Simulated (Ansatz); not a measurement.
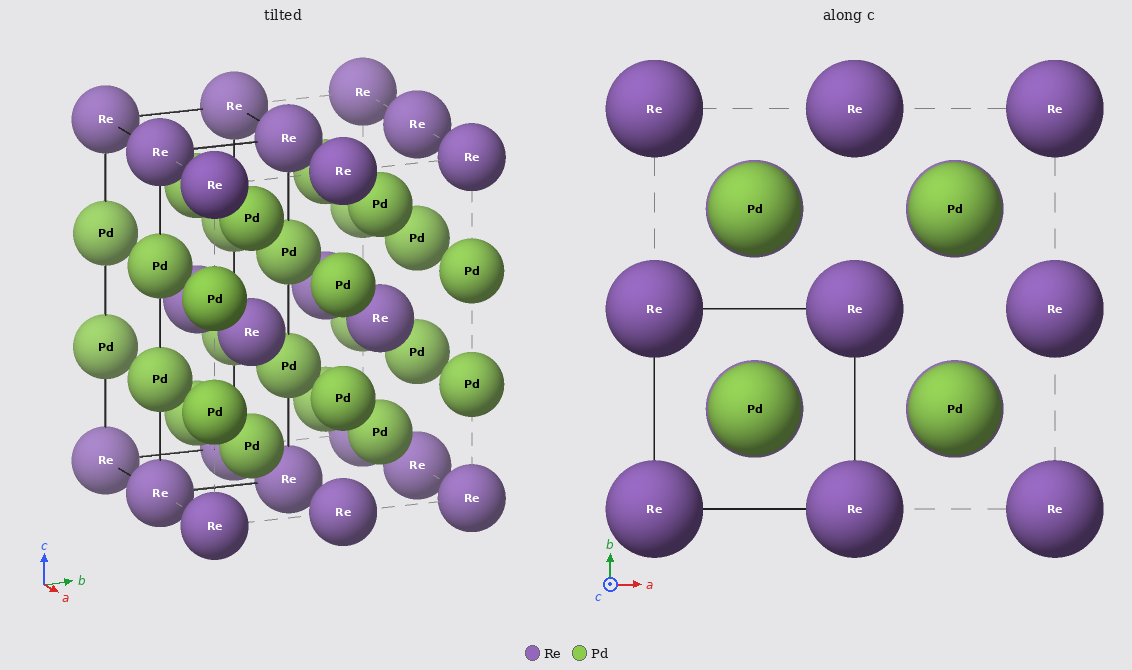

Crystal structure, spheres-only style, seen slightly off an axis and along the c axis. One conventional unit cell is drawn solid; the view covers 2×2×1 cells. Cell: a = 3.294 Å, b = 3.294 Å, c = 8.318 Å, α = 90.00°, β = 90.00°, γ = 90.00°.

Its composition is RePd2. The structure has I4/mmm (No. 139) symmetry and a body-centred tetragonal lattice. Cell content: 2 Re, 4 Pd, that is 2 formula units. The Re atoms are each bonded to ten Pd at about 2.7 to 2.8 Å. The coordination shell of Pd holds five Re and five Pd (about 2.7 to 2.8 Å to Re, 2.7 to 2.8 Å to Pd). Not all metal-metal contacts are counted.

The structure was taken from a textbook structure type filled with these elements (whether it is the usual form wasn't checked). The geometry is the end of a relaxation with Ansatz, DFT PBE, scalar-relativistic, plane waves, PAW.
